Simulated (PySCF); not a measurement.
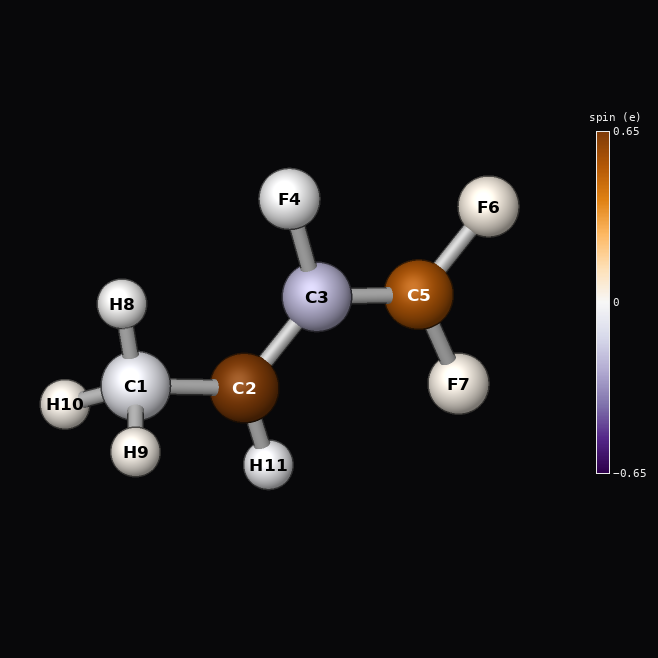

Atoms are coloured by their Mulliken spin populations. State: neutral, doublet. Computed geometry: GFN2-xTB optimisation. No frequency run is at hand to confirm it as a minimum. Method: UKS B3LYP, pcH-1 on C F H, non-relativistic (PySCF 2.14.0).

Question: Which atom carries the largest spin population?

Answer: C2 (0.64 e).

Question: Which atom has the lowest spin population?

Answer: C3 (−0.22 e); a negative value comes from spin polarisation.

List the Mulliken spin populations.

```csv
atom,value (e)
C1,−0.05
C2,0.64
C3,−0.22
F4,−0.01
C5,0.54
F6,0.04
F7,0.03
H8,0.00
H9,0.03
H10,0.03
H11,−0.03
```

Mulliken values depend strongly on the basis set.
